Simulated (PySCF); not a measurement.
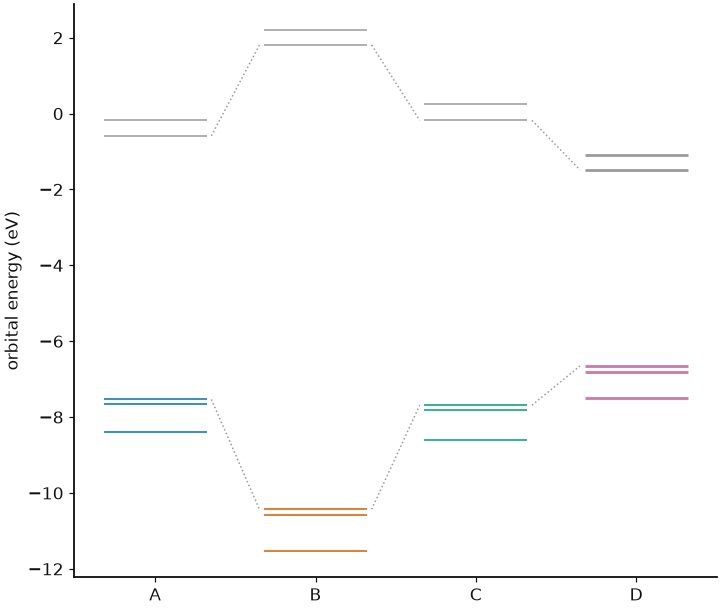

Frontier orbital energies of C₅H₈Si, SMILES C#C[SiH]1CCC1 at one geometry, PySCF 2.14.0, at a PBE0-D3(BJ)/def2-SVP geometry (no frequency check). Empty levels are grey, levels within 0.1 eV stand side by side; all columns show the same few orbitals around the gap. Dotted lines join the HOMOs and the LUMOs.

The columns come from B3LYP/def2-SVPD, LC-wPBE/def2-SVPD, LDA/def2-SVPD and PBE0/def2-SVP. Which is which?

Answer. A: B3LYP/def2-SVPD (HOMO −7.53, LUMO −0.59, separation 6.95 eV)
B: LC-wPBE/def2-SVPD (HOMO −10.43, LUMO 1.80, separation 12.24 eV)
C: PBE0/def2-SVP (HOMO −7.69, LUMO −0.18, separation 7.51 eV)
D: LDA/def2-SVPD (HOMO −6.65, LUMO −1.49, separation 5.16 eV)

Limits of at least one run: empty levels above zero depend strongly on the basis; one conformer of a flexible molecule.
